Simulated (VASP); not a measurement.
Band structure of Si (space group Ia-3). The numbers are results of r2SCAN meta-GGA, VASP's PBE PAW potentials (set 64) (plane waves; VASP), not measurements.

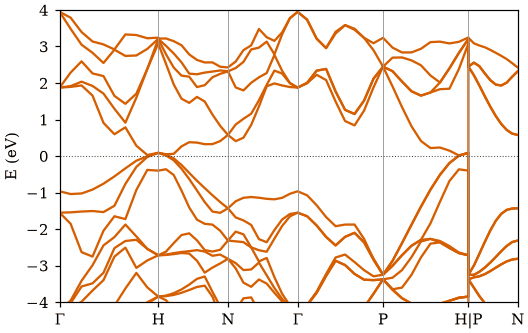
Bands along high-symmetry lines, zero at the valence-band maximum or, without a gap, the Fermi level

Q: Read the plot: is there a gap, and where are the band edges?

A: It has no gap at this level: it comes out as a metal or semimetal.

The structure comes from a computed database's Si entry (Ia-3); how it stands against other phases isn't given here. It was relaxed first.
